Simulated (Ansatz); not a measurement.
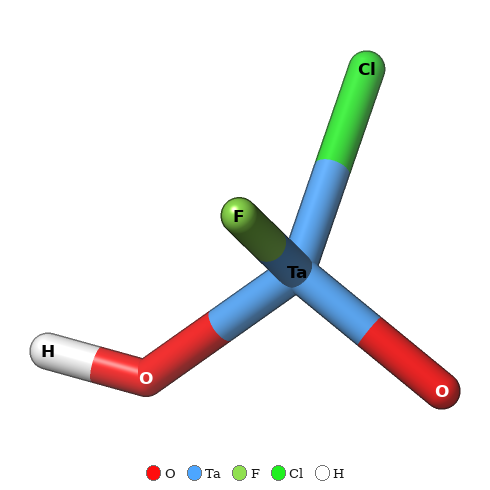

Rendered structure (stick style).

The species is neutral and a spin singlet. Computed geometry: PBE0-D4/def2-TZVP optimisation.

Question: Which formula does it have?

Answer: ClFHO2Ta, 6 atoms: 1 chlorine, 1 fluorine, 1 hydrogen, 2 oxygen and 1 tantalum.

Question: Which point group does it belong to?

Answer: C1.

Question: How many sets of symmetry-equivalent atoms are there?

Answer: 6: 1 O, 1 Ta, 1 O, 1 F, 1 Cl, 1 H.

More results for the same structure follow; atom numbers are the same in all pictures, views and colours differ.

### Charges

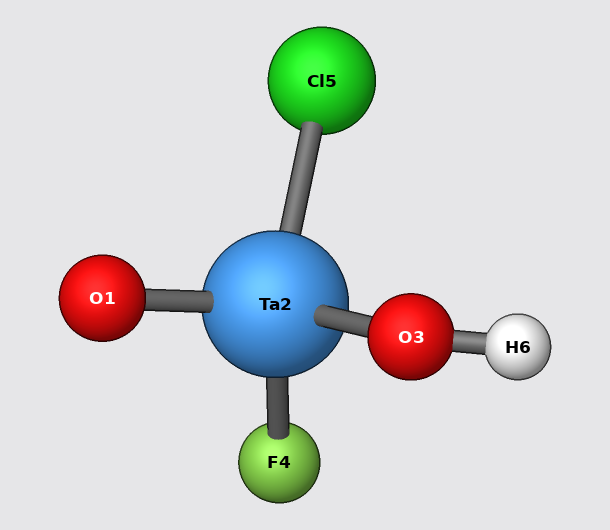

The questions are on Mulliken charges. Level of theory: RKS PBE0-D4/def2-TZVP, core potentials on Ta (Ansatz 0.2.0).

Question: Which atom carries the highest charge (most positive or least negative)?

Answer: Ta2 (1.50 e).

Question: And the lowest?

Answer: O3 (−0.63 e).

Give the Mulliken charges atom by atom.

```csv
atom,value (e)
O1,−0.49
Ta2,1.50
O3,−0.63
F4,−0.39
Cl5,−0.34
H6,0.35
```

### Vibrations

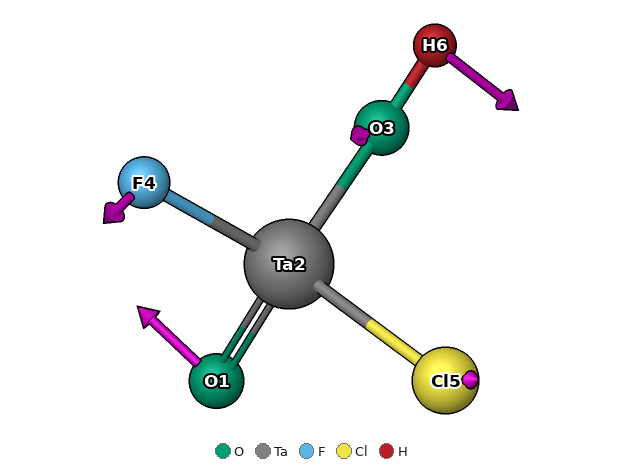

The arrows show one normal mode. Harmonic vibrations computed with RKS PBE0-D4/def2-TZVP, core potentials on Ta (Ansatz 0.2.0) at a stationary point of the same level.

Question: Describe the motion.

Answer: Mostly angle bending.

Question: At what wavenumber does it lie?

Answer: 236 cm⁻¹; it is mode 4 of 12 counted from the lowest.

### Electronic properties

Method: RKS PBE-D4/def2-TZVPP, core potentials on Ta (Ansatz 0.2.0).

What does the calculation give?

- dipole moment: 3.45 D
- HOMO energy (Kohn–Sham orbital): −7.92 eV
- LUMO energy (Kohn–Sham orbital): −2.64 eV
- HOMO–LUMO gap: 5.28 eV

Mulliken values depend strongly on the basis set and can even reverse the polarity of a bond.
